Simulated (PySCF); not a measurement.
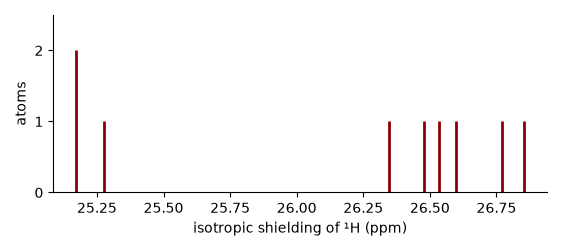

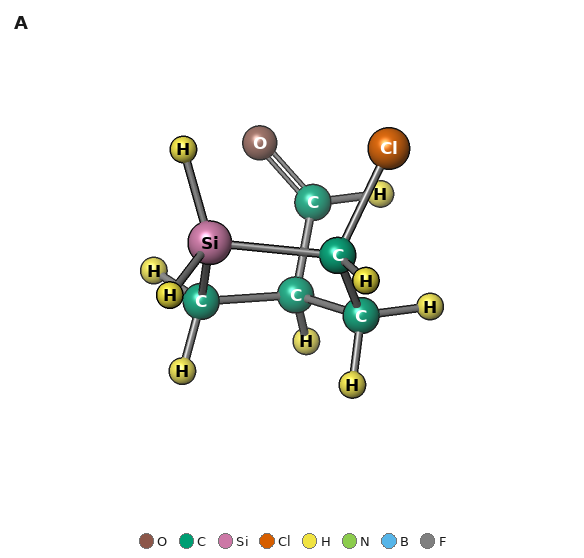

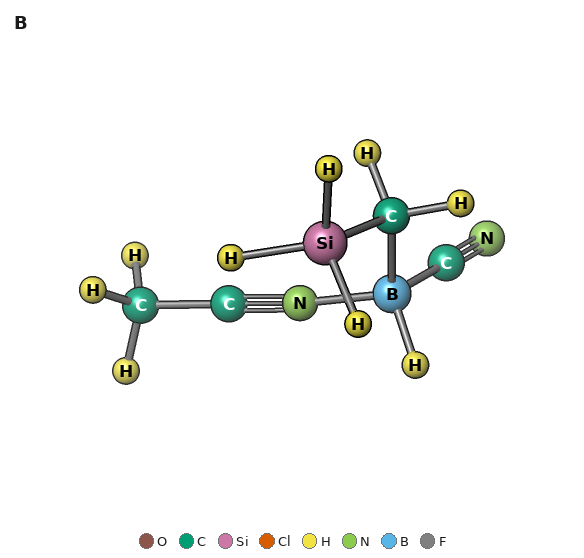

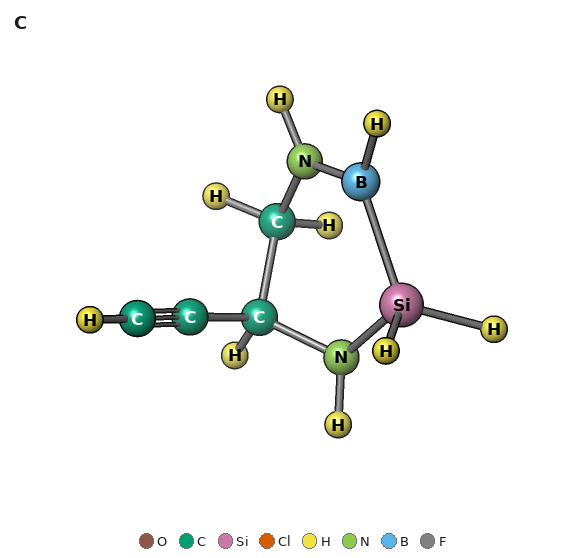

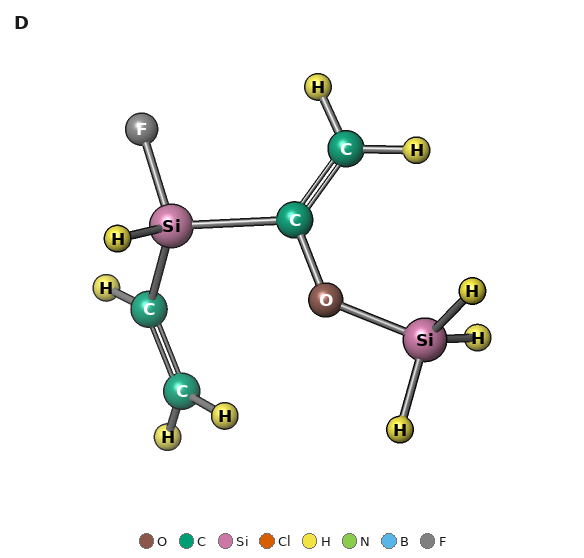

The sticks are computed shieldings of one of the molecules, for one fixed geometry (GFN2-xTB) without averaging over rotations. Low shielding means a high chemical shift. Method: GIAO PBE0/pcSseg-1 NMR shielding, non-relativistic, gas phase (PySCF 2.14.0).

Question: Which molecule gives this pattern?

Answer: D, `C=C[Si@H](F)C(=C)O[SiH3]`. Its 9 H atoms give lines at 25.17 (2 atoms), 25.28, 26.35, 26.48, 26.53, 26.60, 26.77, 26.85 ppm.

The geometry is semi-empirical. Around B, Si such bond lengths and angles can be off by a tenth of an ångström or more and by several degrees, and values that hang on the shape move with them.
